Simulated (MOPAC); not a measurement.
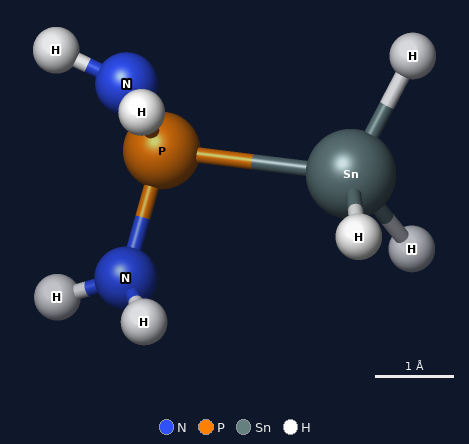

Figure 1. The structure as given in the input (ball-and-stick view, seen at a tilt). Sticks mark near contacts. Bond lengths as drawn: H–N 0.99 to 1.04 Å, H–Sn 1.70 to 1.72 Å, N–P 1.71 to 1.72 Å and P–Sn 2.52 Å.

**Run report: SnPN₂H₇, geometry relaxation (part 1 of 2)**

System: SnPN₂H₇.
Method: PM7, closed shell, dispersion built in (MOPAC 23.2.5).

The atoms were displaced at random from an optimised geometry.

## Input (mol.mop)
```
PM7 MULLIK DISP CYCLES=300 BONDS GNORM=0.02 EF AUX(PRECISION=6) T=10M THREADS=1
H7N2PSn, PM7
N[P](N)[SnH3]
N -1.199995 1 1.127911 1 0.713280 1
P -0.832962 1 -0.539478 1 0.517640 1
N 0.548763 1 -0.955570 1 1.428085 1
Sn 0.310194 1 -0.320803 1 -1.722404 1
H -0.481709 1 1.841658 1 0.639129 1
H -1.838750 1 1.336353 1 1.456826 1
H 0.388795 1 -1.323376 1 2.338156 1
H 1.421638 1 -0.394386 1 1.369075 1
H -0.792221 1 0.230134 1 -2.915548 1
H 0.942882 1 -1.840425 1 -2.204677 1
H 1.601465 1 0.777553 1 -1.579979 1
```

Machine: 1 thread of Intel Xeon (Sapphire Rapids), 64 GiB of memory available, shared host.

Launch command:
```bash
mopac mol.mop
```

## Log
```
MOPAC v23.2.5
PM7 CALCULATION RESULTS

 *  PM7        - The PM7 Hamiltonian to be used
 *  EF         - USE EF ROUTINE FOR MINIMUM SEARCH
 *  THREADS=1  - MULTI-THREADING NOT USED
 *  CYCLES=    - DO A MAXIMUM OF 300 STEPS
 *  GNORM      - EXIT WHEN GRADIENT NORM DROPS BELOW 0.020
 *  AUX        - OUTPUT AUXILIARY INFORMATION
 *  DISP       - PRINT DISPERSION AND HYDROGEN BOND ENERGIES
 *  BONDS      - FINAL BOND-ORDER MATRIX TO BE PRINTED
 *  MULLIK     - THE MULLIKEN ANALYSIS TO BE PERFORMED
PM7 MULLIK DISP CYCLES=300 BONDS GNORM=0.02 EF AUX(PRECISION=6) T=10M THREADS=1
 H7N2PSn, PM7
 N[P](N)[SnH3]
   ATOM   CHEMICAL          X               Y               Z
  NUMBER   SYMBOL      (ANGSTROMS)     (ANGSTROMS)     (ANGSTROMS)

     1       N         -1.19999500  *   1.12791100  *   0.71328000  *
     2       P         -0.83296200  *  -0.53947800  *   0.51764000  *
     3       N          0.54876300  *  -0.95557000  *   1.42808500  *
     4      Sn          0.31019400  *  -0.32080300  *  -1.72240400  *
     5       H         -0.48170900  *   1.84165800  *   0.63912900  *
     6       H         -1.83875000  *   1.33635300  *   1.45682600  *
     7       H          0.38879500  *  -1.32337600  *   2.33815600  *
     8       H          1.42163800  *  -0.39438600  *   1.36907500  *
     9       H         -0.79222100  *   0.23013400  *  -2.91554800  *
    10       H          0.94288200  *  -1.84042500  *  -2.20467700  *
    11       H          1.60146500  *   0.77755300  *  -1.57997900  *

          CARTESIAN COORDINATES

    NO.       ATOM           X           Y           Z

     1         N         -1.2000      1.1279      0.7133
     2         P         -0.8330     -0.5395      0.5176
     3         N          0.5488     -0.9556      1.4281
     4        Sn          0.3102     -0.3208     -1.7224
     5         H         -0.4817      1.8417      0.6391
     6         H         -1.8388      1.3364      1.4568
     7         H          0.3888     -1.3234      2.3382
     8         H          1.4216     -0.3944      1.3691
     9         H         -0.7922      0.2301     -2.9155
    10         H          0.9429     -1.8404     -2.2047
    11         H          1.6015      0.7776     -1.5800

           Empirical Formula: H7 N2 P Sn  =    11 atoms

      MOLECULAR POINT GROUP   :   Cs

      RHF CALCULATION, NO. OF DOUBLY OCCUPIED LEVELS = 13

          Geometry optimization using EF

 ALL CONVERGERS ARE NOW FORCED ON
 SHIFT=10, PULAY ON, CAMP-KING ON
 AND ITERATION COUNTER RESET

          DIAGONAL MATRIX USED AS START HESSIAN
```

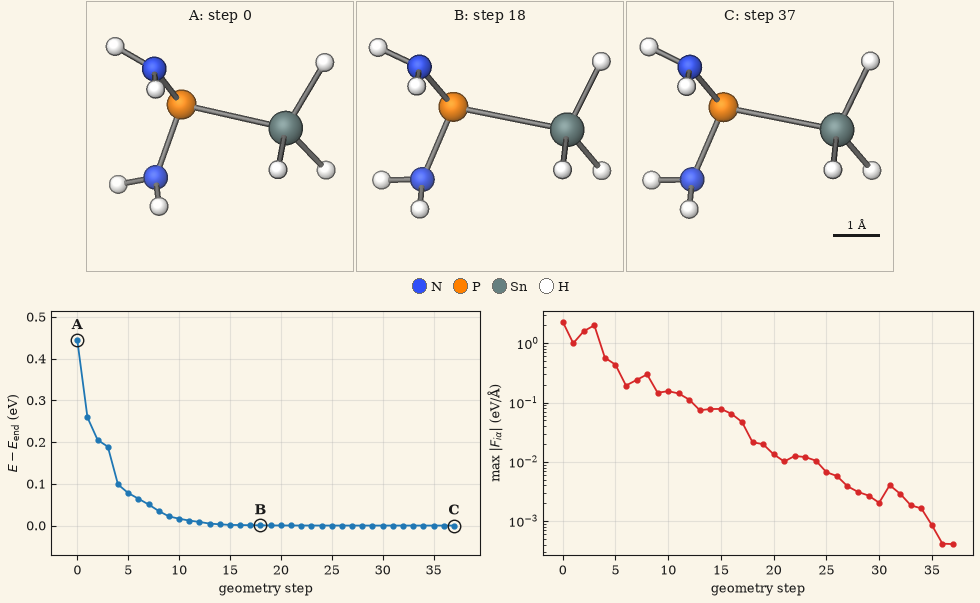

Figure 2. Frames of the relaxation (ball-and-stick view, seen at a tilt) above the curves, on which the letters mark them (steps are counted from 0).

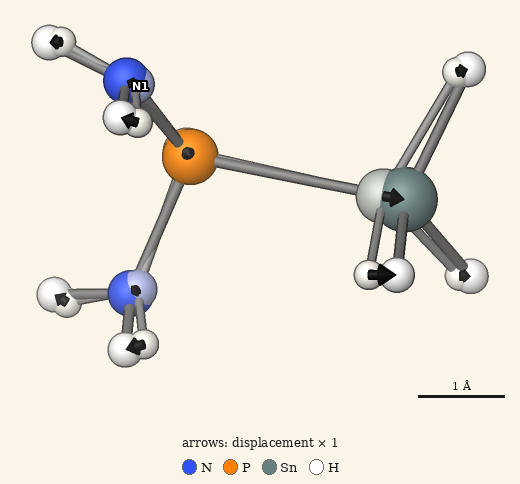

Figure 3. Start (faint) and end (solid) with the displacements as black arrows, at true length (ball-and-stick view, seen at a tilt). The two geometries are laid on each other by the best rigid fit. The energy falls by 0.444 eV in 37 geometry steps. Largest force component: 2.3 eV/Å at the start, 0.00041 eV/Å at the end. The atom that moves furthest after the best rigid fit is H11 (0.34 Å). Largest moves by element: H 0.34 Å, Sn 0.26 Å, P 0.13 Å, N 0.11 Å. Distances before and after: P2–Sn4 2.524 → 2.696 Å, P2–N3 1.706 → 1.753 Å, N3–H7 0.995 → 1.031 Å, N1–P2 1.718 → 1.753 Å. Among the angles that change: N1–P2–Sn4 96.5° → 104.0°, P2–Sn4–H9 110.7° → 106.2°, H7–N3–H8 112.7° → 108.7°. (Atoms are counted from 1 in the order of the input.)

```
 CYCLE:     1 TIME:   0.234 TIME LEFT: 10.00M  GRAD.:    74.836 HEAT:  50.74493
 CYCLE:     2 TIME:   0.008 TIME LEFT: 10.00M  GRAD.:    55.551 HEAT:  46.47600

 ALL CONVERGERS ARE NOW FORCED ON
 SHIFT=10, PULAY ON, CAMP-KING ON
 AND ITERATION COUNTER RESET

 CYCLE:     3 TIME:   0.211 TIME LEFT:  9.99M  GRAD.:    72.392 HEAT:  45.23100

 ALL CONVERGERS ARE NOW FORCED ON
 SHIFT=10, PULAY ON, CAMP-KING ON
 AND ITERATION COUNTER RESET

 CYCLE:     4 TIME:   0.211 TIME LEFT:  9.99M  GRAD.:    76.906 HEAT:  44.86094

 ALL CONVERGERS ARE NOW FORCED ON
 SHIFT=10, PULAY ON, CAMP-KING ON
 AND ITERATION COUNTER RESET

 CYCLE:     5 TIME:   0.211 TIME LEFT:  9.99M  GRAD.:    31.768 HEAT:  42.77325

 ALL CONVERGERS ARE NOW FORCED ON
 SHIFT=10, PULAY ON, CAMP-KING ON
 AND ITERATION COUNTER RESET

 CYCLE:     6 TIME:   0.203 TIME LEFT:  9.98M  GRAD.:    19.829 HEAT:  42.30117
 CYCLE:     7 TIME:   0.008 TIME LEFT:  9.98M  GRAD.:    12.070 HEAT:  41.98739
 CYCLE:     8 TIME:   0.008 TIME LEFT:  9.98M  GRAD.:    13.718 HEAT:  41.67011
 CYCLE:     9 TIME:   0.008 TIME LEFT:  9.98M  GRAD.:    13.264 HEAT:  41.30869
 CYCLE:    10 TIME:   0.000 TIME LEFT:  9.98M  GRAD.:     9.348 HEAT:  41.00846

 ALL CONVERGERS ARE NOW FORCED ON
 SHIFT=10, PULAY ON, CAMP-KING ON
 AND ITERATION COUNTER RESET

 CYCLE:    11 TIME:   0.211 TIME LEFT:  9.98M  GRAD.:     9.282 HEAT:  40.88217
 CYCLE:    12 TIME:   0.000 TIME LEFT:  9.98M  GRAD.:     7.891 HEAT:  40.77660
 CYCLE:    13 TIME:   0.008 TIME LEFT:  9.98M  GRAD.:     5.546 HEAT:  40.70226
 CYCLE:    14 TIME:   0.008 TIME LEFT:  9.98M  GRAD.:     4.749 HEAT:  40.61114
 CYCLE:    15 TIME:   0.000 TIME LEFT:  9.98M  GRAD.:     4.051 HEAT:  40.57107
 CYCLE:    16 TIME:   0.008 TIME LEFT:  9.98M  GRAD.:     2.561 HEAT:  40.53857

 ALL CONVERGERS ARE NOW FORCED ON
 SHIFT=10, PULAY ON, CAMP-KING ON
 AND ITERATION COUNTER RESET

 CYCLE:    17 TIME:   0.211 TIME LEFT:  9.97M  GRAD.:     2.069 HEAT:  40.53016
 CYCLE:    18 TIME:   0.008 TIME LEFT:  9.97M  GRAD.:     2.113 HEAT:  40.52187
 CYCLE:    19 TIME:   0.008 TIME LEFT:  9.97M  GRAD.:     1.291 HEAT:  40.51527

 ALL CONVERGERS ARE NOW FORCED ON
 SHIFT=10, PULAY ON, CAMP-KING ON
 AND ITERATION COUNTER RESET

 CYCLE:    20 TIME:   0.203 TIME LEFT:  9.97M  GRAD.:     0.884 HEAT:  40.50939
 CYCLE:    21 TIME:   0.008 TIME LEFT:  9.97M  GRAD.:     0.750 HEAT:  40.50755
 CYCLE:    22 TIME:   0.008 TIME LEFT:  9.97M  GRAD.:     0.621 HEAT:  40.50662
 CYCLE:    23 TIME:   0.008 TIME LEFT:  9.97M  GRAD.:     0.660 HEAT:  40.50527
 CYCLE:    24 TIME:   0.000 TIME LEFT:  9.97M  GRAD.:     0.597 HEAT:  40.50468
 CYCLE:    25 TIME:   0.008 TIME LEFT:  9.97M  GRAD.:     0.527 HEAT:  40.50344
 CYCLE:    26 TIME:   0.008 TIME LEFT:  9.97M  GRAD.:     0.363 HEAT:  40.50305
 CYCLE:    27 TIME:   0.000 TIME LEFT:  9.97M  GRAD.:     0.215 HEAT:  40.50275
 CYCLE:    28 TIME:   0.008 TIME LEFT:  9.97M  GRAD.:     0.162 HEAT:  40.50268
 CYCLE:    29 TIME:   0.008 TIME LEFT:  9.97M  GRAD.:     0.139 HEAT:  40.50263
 CYCLE:    30 TIME:   0.000 TIME LEFT:  9.97M  GRAD.:     0.124 HEAT:  40.50258
 CYCLE:    31 TIME:   0.008 TIME LEFT:  9.97M  GRAD.:     0.116 HEAT:  40.50254

 ALL CONVERGERS ARE NOW FORCED ON
 SHIFT=10, PULAY ON, CAMP-KING ON
 AND ITERATION COUNTER RESET

 CYCLE:    32 TIME:   0.195 TIME LEFT:  9.97M  GRAD.:     0.135 HEAT:  40.50245
 CYCLE:    33 TIME:   0.008 TIME LEFT:  9.97M  GRAD.:     0.101 HEAT:  40.50243
 CYCLE:    34 TIME:   0.008 TIME LEFT:  9.97M  GRAD.:     0.092 HEAT:  40.50240
 CYCLE:    35 TIME:   0.000 TIME LEFT:  9.97M  GRAD.:     0.074 HEAT:  40.50239
 CYCLE:    36 TIME:   0.008 TIME LEFT:  9.97M  GRAD.:     0.059 HEAT:  40.50239
 CYCLE:    37 TIME:   0.008 TIME LEFT:  9.97M  GRAD.:     0.023 HEAT:  40.50238
 CYCLE:    38 TIME:   0.008 TIME LEFT:  9.97M  GRAD.:     0.020 HEAT:  40.50241

     GRADIENT =  0.01957 IS LESS THAN CUTOFF =  0.02000

 -------------------------------------------------------------------------------
 PM7 MULLIK DISP CYCLES=300 BONDS GNORM=0.02 EF AUX(PRECISION=6) T=10M THREADS=1
 H7N2PSn, PM7
 N[P](N)[SnH3]

     GEOMETRY OPTIMISED USING EIGENVECTOR FOLLOWING (EF).
     SCF FIELD WAS ACHIEVED

                              PM7 CALCULATION

          FINAL HEAT OF FORMATION =         40.50253 KCAL/MOL =     169.46260 KJ/MOL

          TOTAL ENERGY            =     -16848.86555 KCAL/MOL = ELECTRONIC ENERGY + CORE-CORE REPULSION
          ENERGY OF ATOMS         =      16889.88621 KCAL/MOL
                              SUM =         41.02065 KCAL/MOL
          DISPERSION ENERGY       =         -0.51812 KCAL/MOL
                              SUM =         40.50253 KCAL/MOL = FINAL HEAT OF FORMATION

          TOTAL ENERGY            =       -730.63596 EV
          ELECTRONIC ENERGY       =      -2049.39791 EV
          CORE-CORE REPULSION     =       1318.76195 EV
          COSMO AREA              =        142.87 SQUARE ANGSTROMS
          COSMO VOLUME            =        136.75 CUBIC ANGSTROMS

          GRADIENT NORM           =          0.01957          =       0.00590 PER ATOM
          IONIZATION POTENTIAL    =          8.705879 EV
          HOMO LUMO ENERGIES (EV) =         -8.706 -0.191
          NO. OF FILLED LEVELS    =         13
          MOLECULAR WEIGHT        =        184.7325         POINT GROUP:  Cs

          MOLECULAR DIMENSIONS (Angstroms)

            Atom       Atom       Distance
            H    10    H     6     5.79690
            H     9    H     7     5.27888
            P     2    H    11     2.60369

          SCF CALCULATIONS        =         41

          WALL-CLOCK TIME         =      2.070 SECONDS
          COMPUTATION TIME        =      1.865 SECONDS

   ATOM   CHEMICAL          X               Y               Z
  NUMBER   SYMBOL      (ANGSTROMS)     (ANGSTROMS)     (ANGSTROMS)

     1       N         -1.28759824  *   1.17299864  *   0.86338140  *
     2       P         -0.77463970  *  -0.47258009  *   0.54524313  *
     3       N          0.52789798  *  -1.00518679  *   1.59021091  *
     4      Sn          0.35986534  *  -0.34084242  *  -1.89742119  *
     5       H         -0.59932453  *   1.93192340  *   0.87534482  *
     6       H         -1.91663818  *   1.28367386  *   1.67274010  *
     7       H          0.23559275  *  -1.29828722  *   2.53447875  *
     8       H          1.38361084  *  -0.44720306  *   1.66902091  *
     9       H         -0.86995223  *   0.14653194  *  -2.96605877  *
    10       H          0.91452167  *  -1.90914473  *  -2.25083888  *
    11       H          1.63631187  *   0.78351073  *  -1.84942646  *

                             CARTESIAN COORDINATES

   1    N       -1.287598237     1.172998644     0.863381399
   2    P       -0.774639702    -0.472580090     0.545243129
   3    N        0.527897981    -1.005186786     1.590210907
   4   Sn        0.359865336    -0.340842422    -1.897421189
   5    H       -0.599324528     1.931923403     0.875344818
   6    H       -1.916638179     1.283673859     1.672740101
   7    H        0.235592747    -1.298287225     2.534478754
   8    H        1.383610844    -0.447203055     1.669020908
   9    H       -0.869952227     0.146531937    -2.966058772
  10    H        0.914521666    -1.909144727    -2.250838882
  11    H        1.636311870     0.783510729    -1.849426464

           Empirical Formula: H7 N2 P Sn  =    11 atoms

      MOLECULAR POINT GROUP   :   Cs

                  EIGENVALUES
 -46.74146 -36.91043 -31.32034 -18.06040 -17.10493 -16.13730 -13.73269 -12.84839
 -12.44922 -12.43250 -11.74987  -9.68512  -8.70588  -0.19077   0.02702   1.74403
   4.11855   5.27782   5.32456   5.50930   5.62183   6.36492   6.43526 108.30367
 108.47003 109.50390 110.30458 110.58411

              NET ATOMIC CHARGES AND DIPOLE CONTRIBUTIONS

  ATOM NO.   TYPE          CHARGE      No. of ELECS.   s-Pop       p-Pop       d-Pop
    1          N          -0.593073        5.5931     1.57912     4.01395
    2          P          -0.469520        5.4695     1.84967     3.53183     0.08802
    3          N          -0.592986        5.5930     1.57911     4.01387
    4         Sn           0.958397        3.0416     0.86439     2.17721
    5          H           0.266794        0.7332     0.73321
    6          H           0.292763        0.7072     0.70724
    7          H           0.292770        0.7072     0.70723
    8          H           0.266734        0.7333     0.73327
    9          H          -0.135153        1.1352     1.13515
   10          H          -0.135084        1.1351     1.13508
   11          H          -0.151642        1.1516     1.15164
 DIPOLE           X         Y         Z       TOTAL
 POINT-CHG.     2.988     1.473    -3.044     4.513
 HYBRID         0.291     1.013     2.304     2.533
 SUM            3.279     2.486    -0.740     4.181

          ATOMIC ORBITAL ELECTRON POPULATIONS

     Atom    s        px        py        pz      x^2-y^2     xz        z^2       yz        xy
    1  N   1.57912   1.34739   1.13094   1.53562
    2  P   1.84967   1.26979   1.03161   1.23043   0.01974   0.01749   0.01624   0.01622   0.01834
    3  N   1.57911   1.17685   1.52657   1.31045
    4 Sn   0.86439   0.77032   0.82524   0.58165
    5  H   0.73321
    6  H   0.70724
    7  H   0.70723
    8  H   0.73327
    9  H   1.13515
   10  H   1.13508
   11  H   1.15164

          BONDING CONTRIBUTION OF EACH M.O.

  0.7434  1.3725  1.1252  1.8194  1.9862  1.9637  1.7361  1.9141  1.9763  1.3875
  1.3556  0.6381  1.1090 -1.9000 -2.2999 -1.8686 -1.5940 -1.8920 -1.9057 -1.8614
 -1.8447 -1.8139 -1.8428 -0.0320 -0.0319 -0.0529 -0.0872 -0.1000

            (VALENCIES)   BOND ORDERS

     1  N     (3.002)     2  P 1.014     5  H 0.889     6  H 0.886     3  N 0.178     4 Sn 0.016

     2  P     (2.840)     1  N 1.014     3  N 1.014     4 Sn 0.716     5  H 0.026     8  H 0.026     7  H 0.012
                          6  H 0.012

     3  N     (3.002)     2  P 1.014     8  H 0.889     7  H 0.886     1  N 0.178     4 Sn 0.016

     4 Sn     (3.658)     9  H 0.966    10  H 0.966    11  H 0.961     2  P 0.716     3  N 0.016     1  N 0.016

     5  H     (0.929)     1  N 0.889     2  P 0.026

     6  H     (0.914)     1  N 0.886     2  P 0.012

     7  H     (0.914)     3  N 0.886     2  P 0.012

     8  H     (0.929)     3  N 0.889     2  P 0.026

     9  H     (0.982)     4 Sn 0.966

    10  H     (0.982)     4 Sn 0.966

    11  H     (0.977)     4 Sn 0.961

           MULLIKEN POPULATION ANALYSIS

        MULLIKEN POPULATIONS AND CHARGES

      NO.  ATOM   POPULATION      CHARGE
        1    N     5.924260     -0.924260
        2    P     4.989580      0.010420
        3    N     5.924174     -0.924174
        4   Sn     2.916806      1.083194
        5    H     0.695938      0.304062
        6    H     0.667580      0.332420
        7    H     0.667578      0.332422
        8    H     0.696000      0.304000
        9    H     1.166561     -0.166561
       10    H     1.166457     -0.166457
       11    H     1.185065     -0.185065

          Chemical-Potential Equalization

          Energy                    =                  NaN   kcal/mol
          Pot(1)                    =                  NaN   eV
          Dipole correction(1)      =                  NaN   au

 *                    *
 * JOB ENDED NORMALLY *
 *                    *

 TOTAL JOB TIME:             2.08 SECONDS

 == MOPAC DONE ==
```

## Trajectory as extended XYZ (Å, eV, eV/Å), 20 of the 38 frames kept, from step=0 to step=37
```
11
Properties=species:S:1:pos:R:3:forces:R:3 step=0 energy=2.20051
N    -1.2000    1.1279    0.7133   -0.6858   0.4689   0.1657
P    -0.8330   -0.5395    0.5176   -0.1981  -0.1837  -0.6820
N     0.5488   -0.9556    1.4281    0.8998  -0.2827   0.2730
Sn    0.3102   -0.3208   -1.7224    0.4339  -0.5150  -2.3244
H    -0.4817    1.8417    0.6391    0.1260   0.2675   0.1053
H    -1.8388    1.3364    1.4568   -0.4553   0.5346   0.5988
H     0.3888   -1.3234    2.3382    0.2099  -0.2262   0.9969
H     1.4216   -0.3944    1.3691   -0.2444  -0.2522   0.3045
H    -0.7922    0.2301   -2.9155    0.1025  -0.0726   0.2705
H     0.9429   -1.8404   -2.2047   -0.1575   0.1947   0.1559
H     1.6015    0.7776   -1.5800   -0.0310   0.0667   0.1358
11
Properties=species:S:1:pos:R:3:forces:R:3 step=2 energy=1.96140
N    -1.2451    1.1540    0.7433   -0.8820   0.6381   1.3076
P    -0.8438   -0.5394    0.5810    0.1475   0.2463  -0.6096
N     0.5522   -0.9783    1.4994    0.2777  -0.7597   1.6029
Sn    0.3355   -0.3270   -1.8385    0.1432   0.1559   0.2488
H    -0.4869    1.8605    0.6974   -0.2581  -0.1731   0.0931
H    -1.8635    1.3816    1.6006    0.6655  -0.1194  -0.9197
H     0.3924   -1.3230    2.5066    0.0780   0.4183  -1.0224
H     1.4065   -0.4110    1.4866   -0.0774  -0.0018   0.0175
H    -0.8033    0.2391   -2.9382   -0.2379   0.0998  -0.3095
H     0.9418   -1.8485   -2.1803    0.1769  -0.4998  -0.2608
H     1.5953    0.7831   -1.5389   -0.0333  -0.0045  -0.1479
```
